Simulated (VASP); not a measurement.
# Which face does Sr expose?, part 5 of 6

How do surface energy, work function and relaxation of Sr depend on the face?

VASP 6.6.1; PBEsol; plane waves and PAW (Sr_sv).

So far. Step 5 (Potential and states of the slab, 7 atoms, face Sr(111)): The vacuum level lies 2.59 eV above the Fermi level at the upper face; both faces agree, as the slab has next to no dipole. Step 6 (Surface relaxation, 7 atoms, face Sr(100)): The run ended after 4 ionic steps, 0.002 eV below its first step, once the forces on the free atoms met EDIFFG = -0.03.

## 7. Potential and states of the slab, 7 atoms, face Sr(100)

The input, INCAR:

```
SYSTEM = Sr
PREC = Normal
ENCUT = 320
EDIFF = 1E-06
NELM = 120
ISMEAR = 1
SIGMA = 0.15
LREAL = .FALSE.
ALGO = Fast
GGA = PS
NBANDS = 43
LORBIT = 11
LWAVE = .FALSE.
LCHARG = .TRUE.
KPAR = 4
IDIPOL = 3
LDIPOL = .TRUE.
DIPOL = 0.5 0.5 0.5
LVHAR = .TRUE.
LVACPOTAV = .TRUE.
NEDOS = 1500
```

The input, POSCAR:

```
Sr
1.0
    4.1814214130      0.0000000000      0.0000000000
    0.0000000000      4.1814214130      0.0000000000
    0.0000000000      0.0000000000     32.7402686166
Sr
7
Direct
    0.0000000000      0.0000000000      0.2293542032
    0.5000000000      0.5000000000      0.3187357836
    0.0000000000      0.0000000000      0.4097661585
    0.5000000000      0.5000000000      0.5000000000
    0.0000000000      0.0000000000      0.5902338415
    0.5000000000      0.5000000000      0.6812642164
    0.0000000000      0.0000000000      0.7706457968
```

The input, KPOINTS:

```
Automatic mesh
0
Gamma
7 7 1
0 0 0
```

PAW data sets: Sr_sv (PBE family, release 64).

Launch:

```
> mpirun -np 4 vasp_std
```

Output:

```text
[... set-up lines as in an earlier step ...]
 entering main loop
       N       E                     dE             d eps       ncg     rms          rms(c)
DAV:   1     0.315868865017E+03    0.31587E+03   -0.27518E+04  1180   0.910E+02
DAV:   2     0.272948358150E+02   -0.28857E+03   -0.28427E+03   965   0.250E+02
DAV:   3    -0.849989169089E+01   -0.35795E+02   -0.35493E+02  1296   0.489E+01
DAV:   4    -0.126948478926E+02   -0.41950E+01   -0.41755E+01  1464   0.188E+01
DAV:   5    -0.129725314485E+02   -0.27768E+00   -0.27728E+00  1312   0.376E+00    0.343E+01
RMM:   6    -0.137329801724E+02   -0.76045E+00   -0.55829E+00  1160   0.356E+00    0.256E+01
RMM:   7    -0.200384750722E+02   -0.63055E+01   -0.61590E+00  1159   0.418E+00    0.362E+01
RMM:   8    -0.120114969393E+02    0.80270E+01   -0.27981E+00  1160   0.357E+00    0.397E+00
RMM:   9    -0.120227879953E+02   -0.11291E-01   -0.53624E-01  1270   0.151E+00    0.367E+00
RMM:  10    -0.120759976876E+02   -0.53210E-01   -0.22088E-01  1270   0.788E-01    0.430E+00
RMM:  11    -0.120423218350E+02    0.33676E-01   -0.91929E-02  1270   0.516E-01    0.230E+00
RMM:  12    -0.120250789877E+02    0.17243E-01   -0.76871E-02  1263   0.370E-01    0.354E-01
RMM:  13    -0.120290849523E+02   -0.40060E-02   -0.41075E-02  1404   0.219E-01    0.405E-01
RMM:  14    -0.120332691172E+02   -0.41842E-02   -0.34620E-02  1499   0.157E-01    0.509E-01
RMM:  15    -0.120356077544E+02   -0.23386E-02   -0.21413E-02  1261   0.154E-01    0.757E-01
RMM:  16    -0.120376667406E+02   -0.20590E-02   -0.18039E-02  1453   0.101E-01    0.800E-01
RMM:  17    -0.120392753036E+02   -0.16086E-02   -0.12310E-02  1342   0.788E-02    0.852E-01
RMM:  18    -0.120633693474E+02   -0.24094E-01   -0.50981E-02  1580   0.379E-01    0.206E+00
RMM:  19    -0.120717955534E+02   -0.84262E-02   -0.31896E-02  1340   0.153E-01    0.236E+00
RMM:  20    -0.120770419465E+02   -0.52464E-02   -0.19969E-02  1257   0.127E-01    0.257E+00
RMM:  21    -0.120889929439E+02   -0.11951E-01   -0.23056E-02  1293   0.128E-01    0.289E+00
RMM:  22    -0.121062560512E+02   -0.17263E-01   -0.21148E-02  1462   0.197E-01    0.355E+00
RMM:  23    -0.121104518684E+02   -0.41958E-02   -0.16983E-02  1320   0.117E-01    0.377E+00
RMM:  24    -0.121112019175E+02   -0.75005E-03   -0.10077E-02  1233   0.723E-02    0.378E+00
RMM:  25    -0.121160866045E+02   -0.48847E-02   -0.98243E-03  1283   0.720E-02    0.394E+00
RMM:  26    -0.121032549695E+02    0.12832E-01   -0.56868E-03  1429   0.106E-01    0.363E+00
RMM:  28    -0.120993217723E+02    0.68263E-03   -0.39033E-03  1354   0.800E-02    0.377E+00
RMM:  29    -0.120479024380E+02    0.51419E-01   -0.69650E-02  1716   0.485E-01    0.205E+00
RMM:  30    -0.120441479286E+02    0.37545E-02   -0.30471E-02  1624   0.266E-01    0.132E+00
RMM:  31    -0.120458797347E+02   -0.17318E-02   -0.84453E-03  1492   0.124E-01    0.110E+00
[...]
RMM:  35    -0.120841142884E+02   -0.11702E-01   -0.78915E-03  1399   0.905E-02    0.156E+00
RMM:  36    -0.120906875740E+02   -0.65733E-02   -0.69263E-03  1274   0.693E-02    0.165E+00
RMM:  37    -0.120796174710E+02    0.11070E-01   -0.16252E-03  1286   0.709E-02    0.147E+00
RMM:  38    -0.120755774131E+02    0.40401E-02   -0.12127E-03  1275   0.492E-02    0.135E+00
RMM:  39    -0.120735561700E+02    0.20212E-02   -0.83604E-04  1273   0.471E-02    0.126E+00
RMM:  40    -0.120733178155E+02    0.23835E-03   -0.67720E-04  1114   0.245E-02    0.124E+00
RMM:  41    -0.120722855680E+02    0.10322E-02   -0.49980E-04  1017   0.179E-02    0.123E+00
RMM:  42    -0.120721510475E+02    0.13452E-03   -0.47195E-04   926   0.150E-02    0.123E+00
RMM:  43    -0.120721742733E+02   -0.23226E-04   -0.34548E-04   858   0.998E-03    0.123E+00
RMM:  44    -0.120720928380E+02    0.81435E-04   -0.35086E-04   746   0.839E-03    0.123E+00
RMM:  45    -0.120717193731E+02    0.37346E-03   -0.27564E-04   788   0.847E-03    0.123E+00
RMM:  46    -0.120715877208E+02    0.13165E-03   -0.28707E-04   862   0.109E-02    0.122E+00
WARNING in EDDRMM: call to ZHEGV failed, returncode =   6  3     38
RMM:  47    -0.120716702057E+02   -0.82485E-04   -0.22465E-04   683   0.705E-03    0.122E+00
RMM:  48    -0.120716157699E+02    0.54436E-04   -0.23152E-04   567   0.618E-03    0.122E+00
RMM:  49    -0.120704139601E+02    0.12018E-02   -0.21509E-04   957   0.131E-02    0.119E+00
RMM:  50    -0.120697204553E+02    0.69350E-03   -0.22164E-04   879   0.984E-03    0.118E+00
RMM:  51    -0.120732225947E+02   -0.35021E-02   -0.32740E-04  1148   0.221E-02    0.124E+00
RMM:  52    -0.120725028467E+02    0.71975E-03   -0.16648E-04   881   0.111E-02    0.123E+00
RMM:  53    -0.120710420265E+02    0.14608E-02   -0.16177E-04   999   0.163E-02    0.119E+00
RMM:  54    -0.120696146665E+02    0.14274E-02   -0.18694E-04  1017   0.174E-02    0.116E+00
RMM:  55    -0.120683500838E+02    0.12646E-02   -0.20535E-04   978   0.146E-02    0.113E+00
RMM:  56    -0.120626344265E+02    0.57157E-02   -0.96909E-04  1413   0.618E-02    0.969E-01
RMM:  57    -0.120599079241E+02    0.27265E-02   -0.94927E-04  1198   0.318E-02    0.921E-01
RMM:  58    -0.120601671314E+02   -0.25921E-03   -0.36128E-04   978   0.178E-02    0.919E-01
RMM:  59    -0.120582405213E+02    0.19266E-02   -0.50656E-04  1104   0.254E-02    0.888E-01
RMM:  60    -0.120556108683E+02    0.26297E-02   -0.86115E-04  1206   0.309E-02    0.837E-01
RMM:  61    -0.120494861702E+02    0.61247E-02   -0.29321E-03  1397   0.741E-02    0.692E-01
RMM:  62    -0.120469356452E+02    0.25505E-02   -0.28103E-03  1272   0.478E-02    0.626E-01
RMM:  63    -0.120448101586E+02    0.21255E-02   -0.22635E-03  1258   0.442E-02    0.555E-01
RMM:  64    -0.120423183298E+02    0.24918E-02   -0.30928E-03  1337   0.509E-02    0.466E-01
RMM:  65    -0.120414529217E+02    0.86541E-03   -0.19186E-03  1121   0.378E-02    0.414E-01
RMM:  66    -0.120378309579E+02    0.36220E-02   -0.14085E-02  1587   0.138E-01    0.184E-01
RMM:  67    -0.120383852462E+02   -0.55429E-03   -0.52478E-03  1238   0.654E-02    0.112E-01
RMM:  68    -0.120389786286E+02   -0.59338E-03   -0.40224E-03  1229   0.534E-02    0.158E-01
RMM:  69    -0.120389017044E+02    0.76924E-04   -0.14309E-03  1210   0.454E-02    0.115E-01
RMM:  70    -0.120389589168E+02   -0.57212E-04   -0.11096E-03  1047   0.264E-02    0.109E-01
RMM:  71    -0.120389488565E+02    0.10060E-04   -0.49190E-04   999   0.195E-02    0.108E-01
RMM:  72    -0.120389654180E+02   -0.16561E-04   -0.48061E-04   919   0.149E-02    0.104E-01
RMM:  73    -0.120388732718E+02    0.92146E-04   -0.32319E-04  1114   0.223E-02    0.731E-02
RMM:  74    -0.120388565439E+02    0.16728E-04   -0.36029E-04  1096   0.211E-02    0.421E-02
RMM:  75    -0.120388743784E+02   -0.17835E-04   -0.17463E-04   920   0.110E-02    0.359E-02
WARNING in EDDRMM: call to ZHEGV failed, returncode =   8  4     35
RMM:  76    -0.120388881325E+02   -0.13754E-04   -0.12864E-04   888   0.860E-03    0.243E-02
RMM:  77    -0.120389004024E+02   -0.12270E-04   -0.98656E-05   826   0.762E-03    0.199E-02
RMM:  78    -0.120389073188E+02   -0.69165E-05   -0.76025E-05   778   0.588E-03    0.146E-02
RMM:  79    -0.120389082330E+02   -0.91421E-06   -0.55270E-05   744   0.501E-03    0.104E-02
RMM:  80    -0.120389145534E+02   -0.63204E-05   -0.59531E-05   827   0.667E-03    0.110E-02
RMM:  81    -0.120389190496E+02   -0.44962E-05   -0.49674E-05   742   0.495E-03    0.146E-02
RMM:  82    -0.120389229801E+02   -0.39305E-05   -0.42363E-05   492   0.325E-03    0.143E-02
RMM:  83    -0.120389260228E+02   -0.30427E-05   -0.35029E-05   456   0.281E-03    0.128E-02
RMM:  84    -0.120389294537E+02   -0.34309E-05   -0.33233E-05   636   0.386E-03    0.796E-03
RMM:  85    -0.120389327773E+02   -0.33236E-05   -0.26901E-05   564   0.329E-03    0.406E-03
WARNING in EDDRMM: call to ZHEGV failed, returncode =   8  4     37
RMM:  86    -0.120389357200E+02   -0.29427E-05   -0.25757E-05   642   0.322E-03    0.201E-03
WARNING in EDDRMM: call to ZHEGV failed, returncode =   6  3     40
RMM:  87    -0.120389378919E+02   -0.21720E-05   -0.19865E-05   393   0.237E-03    0.131E-03
RMM:  88    -0.120389398038E+02   -0.19119E-05   -0.19039E-05   394   0.222E-03    0.497E-04
RMM:  89    -0.120389413237E+02   -0.15199E-05   -0.15479E-05   369   0.206E-03    0.529E-04
RMM:  90    -0.120389428147E+02   -0.14909E-05   -0.15190E-05   359   0.198E-03    0.590E-04
RMM:  91    -0.120389440465E+02   -0.12319E-05   -0.12511E-05   344   0.191E-03    0.728E-04
RMM:  92    -0.120389452387E+02   -0.11922E-05   -0.12268E-05   328   0.183E-03    0.123E-03
RMM:  93    -0.120389462328E+02   -0.99401E-06   -0.10218E-05   328   0.177E-03    0.155E-03
RMM:  94    -0.120389472126E+02   -0.97985E-06   -0.99954E-06   313   0.172E-03
 [... a notice as in an earlier step ...]

   1 F= -.12038947E+02 E0= -.12039748E+02  d E =0.240361E-02
```

Elapsed: 80 s, on 4 MPI ranks of AMD EPYC 9R45, shared host; peak memory 0.98 GiB.

From OUTCAR (step 7):

```text
   NELECT =      70.0000    total number of electrons

 E-fermi :   0.2510

 k-point     1 :       0.0000    0.0000    0.0000
  band No.  band energies     occupation
    ...
     31      -2.7908      2.00000
     32      -2.2545      2.00000
     33      -1.6273      2.00000
     34      -1.0466      2.00000
     35      -0.6275      2.00000
     36       0.5574     -0.01390
     37       0.6515     -0.00105
     38       0.6624     -0.00073
     39       0.6706     -0.00055
     40       0.8745     -0.00000
    ...

  Total       -0.6893409     -0.6893409      0.1095249      0.0000000      0.0000000      0.0000000
  in kB       -1.9293655     -1.9293655      0.3065443      0.0000000      0.0000000      0.0000000
  external PRESSURE =      -1.1840622 kB  Pullay stress =       0.0000000 kB

 POSITION                                       TOTAL-FORCE (eV/Angst)
 -----------------------------------------------------------------------------------
      0.00000      0.00000      7.50912        -0.000000      0.000000     -0.003756
      2.09071      2.09071     10.43550        -0.000000      0.000000     -0.002508
      0.00000      0.00000     13.41585         0.000000     -0.000000     -0.017704
      2.09071      2.09071     16.37013        -0.000000     -0.000000     -0.000000
      0.00000      0.00000     19.32441        -0.000000     -0.000000      0.017704
      2.09071      2.09071     22.30477        -0.000000     -0.000000      0.002508
      0.00000      0.00000     25.23115         0.000000      0.000000      0.003756
 -----------------------------------------------------------------------------------
    total drift:                                0.000000     -0.000000      0.000000

  FREE ENERGIE OF THE ION-ELECTRON SYSTEM (eV)
  ---------------------------------------------------
  free  energy   TOTEN  =       -12.0389472126 eV

  energy  without entropy=      -12.0413508224  energy(sigma->0) =      -12.03974842

 vacuum level on the upper side and lower side of the slab         2.754         2.754

[... 8 parts as in an earlier step ...]

[... 10 further parts left out ...]
```

Numbers from this step:

| Quantity | Value |
| --- | --- |
| electronic cycles | 94 |
| Fermi energy | 0.251 eV |
| vacuum levels | 2.765, 2.765 eV |
| work functions of the upper and lower face | 2.514, 2.514 eV |

The planar average of the electrostatic potential oscillates, so the rows of the table below give means over windows of 2.96 Å about each position, cut where the curve ends. Its maxima inside the range that stand out by 2 % of the span (Å: eV): 9.0: 0.545, 11.9: 0.606, 14.9: 0.527, 17.8: 0.527, 20.8: 0.606, 23.8: 0.545. Its minima: 7.5: -4.39, 10.5: -3.98, 13.4: -4.06, 16.4: -4.02, 19.3: -4.06, 22.3: -3.98, 25.2: -4.39.

Zero at the Fermi level. Table of planar average of the electrostatic potential by height; means over each step:

```
height (Å)  planar average of the electrostatic potential (eV)
      1.48                                                2.52
      4.44                                                2.25
      7.40                                               -1.93
     10.36                                               -1.66
     13.32                                               -1.72
     16.28                                               -1.72
     19.24                                               -1.73
     22.20                                               -1.66
     25.16                                               -1.95
     28.12                                                2.16
     31.08                                                2.52
```

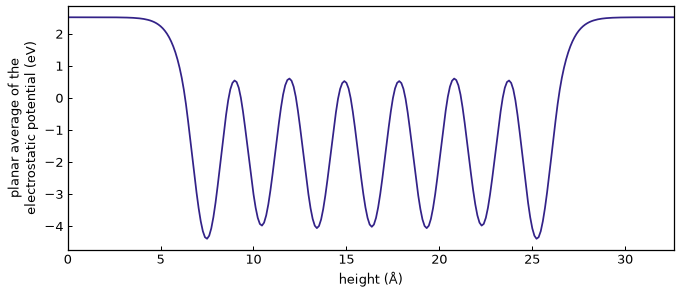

Planar average of the electrostatic potential against height.

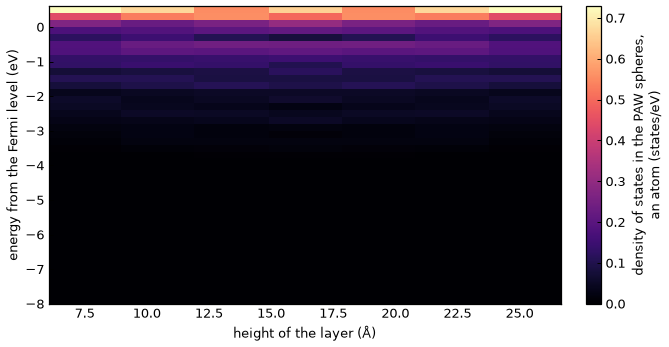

Density of states in the PAW spheres, an atom over height of the layer and energy from the Fermi level.

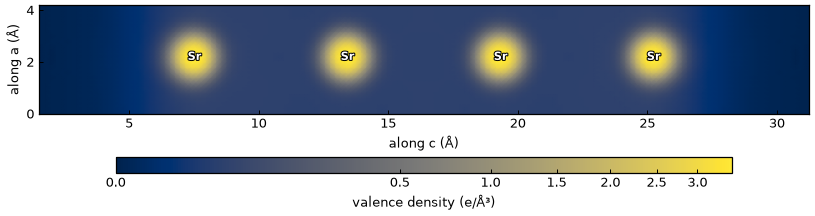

Valence density in the ca plane at fractional y = 0.000, with atoms of Sr within 0.2 Å of it. It is the smooth field of the valence electrons, not physical close to the nuclei. The map starts off the cell's origin, so that atoms lie inside it. The colour scale is stretched toward low values. The far vacuum is left out of the map.

The map of layer states is cut here 0.5 eV above the Fermi level, so it leaves out the states above that.

The vacuum level lies 2.51 eV above the Fermi level at the upper face; both faces agree, as the slab has next to no dipole.

The program found no field-free point at its default tolerance, and its printed vacuum level lies off the flat part of the planar average, by -0.01 eV at the upper face; the levels here are read from the flat part.

On this mesh the fine structure of the density of states is sampling noise, and high empty states may be cut by the number of bands.

## 8. Relaxing the slab, 9 atoms, face Sr(110)

System of this step: Sr(110). The cell holds 9 atoms: 9 Sr. Cell: a = 5.913 Å, b = 4.181 Å, c = 31.726 Å, α = 90.0°, β = 90.0°, γ = 90.0°. It derives from Sr. 9 layers of fcc Sr, cut at this functional's lattice. Vacuum lies along c.

The input, INCAR:

```
SYSTEM = Sr
PREC = Normal
ENCUT = 320
EDIFF = 1E-05
NELM = 120
ISMEAR = 1
SIGMA = 0.15
LREAL = .FALSE.
ALGO = Fast
GGA = PS
NBANDS = 55
LORBIT = 11
LWAVE = .FALSE.
LCHARG = .FALSE.
KPAR = 4
IBRION = 2
NSW = 40
ISIF = 2
EDIFFG = -0.03
POTIM = 0.4
MAXMIX = 40
```

The input, POSCAR:

```
Sr
1.0
    5.9134228722      0.0000000000      0.0000000000
    0.0000000000      4.1814214130      0.0000000000
    0.0000000000      0.0000000000     31.7256856518
Sr
9
Direct
    0.0000000000      0.0000000000      0.2364015100
    0.5000000000      0.5000000000      0.3023011300
    0.0000000000      0.0000000000      0.3682007600
    0.5000000000      0.5000000000      0.4341003800
    0.0000000000      0.0000000000      0.5000000000
    0.5000000000      0.5000000000      0.5658996200
    0.0000000000      0.0000000000      0.6317992400
    0.5000000000      0.5000000000      0.6976988700
    0.0000000000      0.0000000000      0.7635984900
```

The input, KPOINTS:

```
Automatic mesh
0
Gamma
5 7 1
0 0 0
```

Launch:

```
> mpirun -np 4 vasp_std
```

Output:

```text
[banner, memory and clock lines left out]
running    4 mpi-ranks, on    1 nodes
[...]
[... a notice as in an earlier step ...]

 LDA part: xc-table for (Slater+PW92), standard interpolation
 POSCAR, INCAR and KPOINTS ok, starting setup
[...]
entering main loop
       N       E                     dE             d eps       ncg     rms          rms(c)
DAV:   1     0.457301968327E+03    0.45730E+03   -0.34587E+04  1808   0.906E+02
DAV:   2     0.391803298047E+02   -0.41812E+03   -0.41169E+03  1476   0.259E+02
DAV:   3    -0.990304851196E+01   -0.49083E+02   -0.48340E+02  2057   0.529E+01
DAV:   4    -0.160888503301E+02   -0.61858E+01   -0.61526E+01  2128   0.195E+01
[...]
RMM:  36    -0.151589142545E+02   -0.11589E-04   -0.12103E-04   511   0.708E-03    0.529E-03
RMM:  37    -0.151589252433E+02   -0.10989E-04   -0.11337E-04   444   0.662E-03    0.549E-03
RMM:  38    -0.151589341879E+02   -0.89446E-05   -0.92533E-05   448   0.634E-03
   1 F= -.15158934E+02 E0= -.15160242E+02  d E =-.151589E+02
[... from here on, the cycles between the ionic steps are left out ...]
   2 F= -.15159472E+02 E0= -.15160884E+02  d E =-.538220E-03
   3 F= -.15160723E+02 E0= -.15162164E+02  d E =-.178865E-02
   4 F= -.15162044E+02 E0= -.15163667E+02  d E =-.311001E-02
[...]
reached required accuracy - stopping structural energy minimisation
```

The job ended after 1.7 min (4 MPI ranks; peak memory 1.5 GiB).

From OUTCAR (step 8):

```text
  Total       -1.5200761      0.1888980      0.0604712      0.0000000      0.0000000      0.0000000
  in kB       -3.1045741      0.3858016      0.1235053      0.0000000      0.0000000      0.0000000
  external PRESSURE =      -0.8650891 kB  Pullay stress =       0.0000000 kB

 POSITION                                       TOTAL-FORCE (eV/Angst)
 -----------------------------------------------------------------------------------
      5.91342      4.18142      7.50046         0.000000     -0.000000     -0.001551
      2.95671      2.09071      9.60232        -0.000000     -0.000000      0.002988
      0.00000      4.18142     11.65227         0.000000     -0.000000     -0.021415
      2.95671      2.09071     13.77964         0.000000     -0.000000     -0.004917
      0.00000      0.00000     15.86284         0.000000     -0.000000     -0.000000
      2.95671      2.09071     17.94605        -0.000000     -0.000000      0.004917
      5.91342      0.00000     20.07342        -0.000000     -0.000000      0.021415
      2.95671      2.09071     22.12337         0.000000      0.000000     -0.002988
      5.91342      0.00000     24.22523         0.000000     -0.000000      0.001551
 -----------------------------------------------------------------------------------
    total drift:                                0.000000     -0.000000      0.000000

  FREE ENERGIE OF THE ION-ELECTRON SYSTEM (eV)
  ---------------------------------------------------
  free  energy   TOTEN  =       -15.1620441967 eV

  energy  without entropy=      -15.1669139496  energy(sigma->0) =      -15.16366745

[... 1 part as in an earlier step ...]

[... 3 further parts left out ...]
[key lines of the parts left out:]
E-fermi :   0.0630
```

The run keeps the 8 symmetry operations of its start, so it cannot find a distortion of lower symmetry.

Step by step:

```
step  energy less that of the first step (eV)  largest force (eV/Å)
   1                                   0.0000                0.0755
   2                                  -0.0005                0.0718
   3                                  -0.0018                0.0540
   4                                  -0.0031                0.0214
```

The atoms that moved most (Å):

```
atom     dx     dy      dz  length
 Sr3  0.000  0.000  -0.029   0.029
 Sr7  0.000  0.000   0.029   0.029
 Sr2  0.000  0.000   0.012   0.012
 Sr8  0.000  0.000  -0.012   0.012
 Sr6  0.000  0.000  -0.008   0.008
 Sr4  0.000  0.000   0.008   0.008
```

Final coordinates:

```xyz
9
Lattice="5.9134 0.0000 0.0000 0.0000 4.1814 0.0000 0.0000 0.0000 31.7257" Properties=species:S:1:pos:R:3
Sr    0.0000    0.0000    7.5005
Sr    2.9567    2.0907    9.6023
Sr    0.0000    0.0000   11.6523
Sr    2.9567    2.0907   13.7796
Sr    0.0000    0.0000   15.8628
Sr    2.9567    2.0907   17.9460
Sr    0.0000    0.0000   20.0734
Sr    2.9567    2.0907   22.1234
Sr    0.0000    0.0000   24.2252
```

The run ended after 4 ionic steps, 0.003 eV below its first step, once the forces on the free atoms met EDIFFG = -0.03.

(Continued in part 6 of 6.)

[Lines on the potential files, build, host, timing and source positions are cut from VASP's logs without a mark.]

[Logs are printed without paths, hosts, clocks, repeated set-up lines and the standing remarks that a program may print on its own settings, such as how far it seeks lower states.]

[Hosts, paths, dates, database ids (printed as entryN), source tags and the programs' standing remarks are cut or masked in the printed files.]

[Runs that stopped without an error message from VASP are left out.]
